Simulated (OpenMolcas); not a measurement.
```
&GATEWAY
Basis set
Dy.ANO-RCC-VDZP.
Dy1 0.0 0.0 0.0 Angstrom
End of basis
Basis set
F.ANO-RCC-VDZP.
L1 1.322709 1.322709 1.322709 Angstrom
L2 1.322709 1.322709 -1.322709 Angstrom
L3 1.322709 -1.322709 1.322709 Angstrom
L4 1.322709 -1.322709 -1.322709 Angstrom
End of basis
Basis set
Ca.EMB-AIMP.Pascual.0s.0s.ECP.CaF2.
PseudoCharge
* 21 symmetry-unique lattice sites within 7.6 angstrom
End of basis
Basis set
F.EMB-AIMP.Pascual.0s.0s.ECP.CaF2.
PseudoCharge
* 40 symmetry-unique lattice sites within 7.6 angstrom
End of basis
Symmetry
XYZ
AngMom=0.0 0.0 0.0
AMFI
RICD
XField
1348 Angstrom 0
* Evjen-weighted lattice charges
&SEWARD
&RASSCF
FileOrb=start.orb
Symmetry=1
Spin=5
nActEl=10 0 0
Inactive=35 32
Ras2=0 7
CIRoot=35 35 1
SDav=35
CIMx=300
Iter=150 100
PrWF=0.3
OrbListing=Nothing
MaxOrb=0
LevShft=1.0
>>> COPY $Project.JobIph JOB001
&RASSCF
FileOrb=start.orb
Symmetry=1
Spin=3
nActEl=10 0 0
Inactive=35 32
Ras2=0 7
CIRoot=162 162 1
SDav=210
CIMx=300
Iter=150 100
PrWF=0.3
OrbListing=Nothing
MaxOrb=0
CIOnly
LevShft=1.0
>>> COPY $Project.JobIph JOB002
&RASSCF
FileOrb=start.orb
Symmetry=1
Spin=1
nActEl=10 0 0
Inactive=35 32
Ras2=0 7
CIRoot=162 162 1
SDav=196
CIMx=300
Iter=150 100
PrWF=0.3
OrbListing=Nothing
MaxOrb=0
CIOnly
LevShft=1.0
>>> COPY $Project.JobIph JOB003
&RASSI
NrOfJobIphs=3 32 106 31
1 2 3 4 5 6 7 8 9 10 11 12 13 14 15 16 17 18 19 20 21 22 23 24 25 26 27
28 29 30 31 32
1 2 3 4 5 6 7 8 9 10 11 12 13 14 15 16 17 18 19 20 21 22 23 24 25 26 27
28 29 30 31 32 33 34 35 36 37 38 39 40 41 42 43 44 45 46 47 48 49 50 51
52 53 54 55 56 57 58 59 60 61 62 63 64 65 66 67 68 69 70 71 72 73 74 75
76 77 78 79 80 81 82 83 84 85 86 87 88 89 90 91 92 93 94 95 96 97 98 99
100 101 102 103 104 105 106
1 2 3 4 5 6 7 8 9 10 11 12 13 14 15 16 17 18 19 20 21 22 23 24 25 26 27
28 29 30 31
IphNames
JOB001
JOB002
JOB003
EJob
SpinOrbit
DIPRint=1.0
SOCoupling=1000.0
Subsets=2
Property=9
'ANGMOM' 1 'ANGMOM' 2 'ANGMOM' 3 'MLTPL  1' 1 'MLTPL  1' 2 'MLTPL  1' 3
'AMFI' 1 'AMFI' 2 'AMFI' 3
SOProperty=3
'ANGMOM' 1 'ANGMOM' 2 'ANGMOM' 3
```

Command:
```bash
OMP_NUM_THREADS=1 MOLCAS_MEM=2457 MOLCAS_PROJECT=a pymolcas a.inp > a.log  # once for each step of the input, in one work folder
```

Computed with OpenMolcas: state-averaged CASSCF, active space 10 electrons in the shell 4f, basis ANO-RCC-VDZP on all atoms, DKH2 scalar Hamiltonian, spin-orbit coupling by RASSI with atomic mean-field integrals. Powder susceptibility by Van Vleck's formula.

Dy²⁺ (4f¹⁰) as a dopant in CaF₂, a cluster with its 8 nearest F⁻ at 2.291 Å (cube) embedded in model potentials and point charges; the geometry was set, not optimised. The cluster and the levels that result:

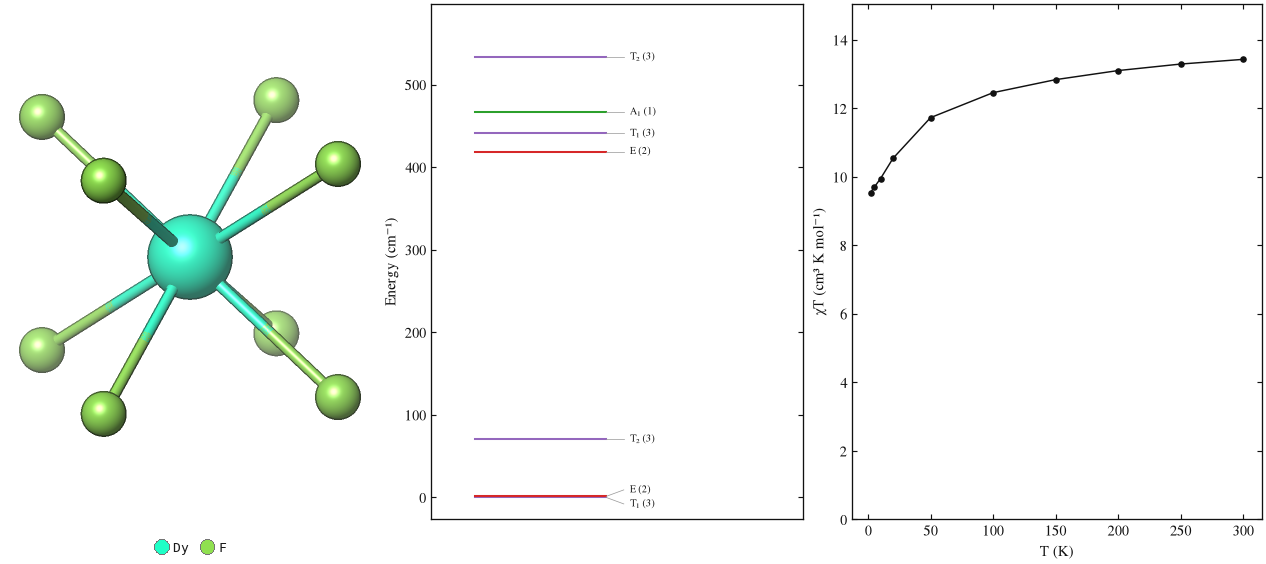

Labels give the representation in O, Td, D4 or D3 as the site allows (double group for half-integer spin) where it could be assigned and, in brackets, the degeneracy; spin-free states, where drawn, share the zero of the spin-orbit levels.

The ground level is T₁, 3-fold degenerate, 95 % from states of spin multiplicity 5, effective J = 8.01, with |mJ| = 3 the largest share (41 %). The next level lies at 1.3 cm⁻¹ (E). The lowest J multiplet spreads over 534 cm⁻¹. χT is 9.54 cm³ K mol⁻¹ at 2 K and 13.4 at 300 K, an effective moment of 10.37 μB. The active orbitals hold 99 to 100 % metal character (Löwdin), and the Mulliken charge of the metal is +1.71.

Limits of the model: high states of lower spin left out of the spin-orbit mixing; the geometry is set by hand, with no relaxation and no charge compensation; spin-free states above about 43,000 cm⁻¹ are left out of the spin-orbit step.
